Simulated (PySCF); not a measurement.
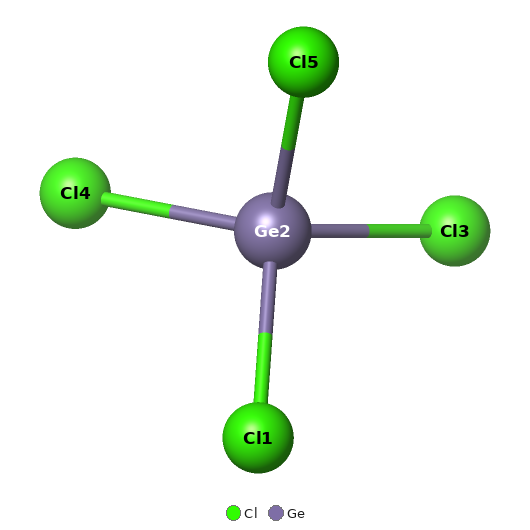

Computed geometry: PBE0-D3(BJ)/def2-SVP optimisation. No frequency run is at hand to confirm it as a minimum. Properties computed with delta-SCF UKS SCAN, pcX-2 on the ionised atom, pcseg-1 elsewhere, spin-free X2C (PySCF 2.14.0).

Give the core-electron binding energies (to vacuum; p and d levels without spin–orbit splitting) of Cl1 1s, Cl1 2p.

```
atom  level  binding energy (eV)
 Cl1     1s               2829.3
 Cl1     2p                207.2
```
